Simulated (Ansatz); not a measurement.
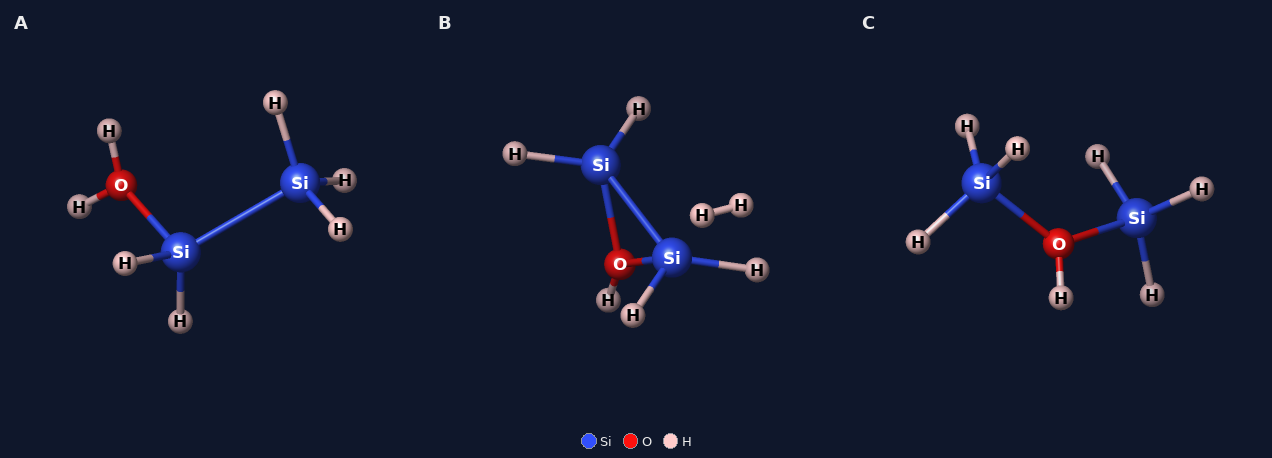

3 stationary structures of one formula. State: charge +1, singlet. Geometries: PBE0-D4/def2-TZVP. Electronic energies: RHF-CCSD(T) (frozen core)/def2-TZVPP (Ansatz 0.2.0), without zero-point energy. No frequency run is at hand to confirm each as a minimum. Each is one conformer, not always the lowest.

> Rank them by energy, lowest first.

C is lowest; A lies 22.8 kcal/mol above it, B lies 40.4 kcal/mol above it.
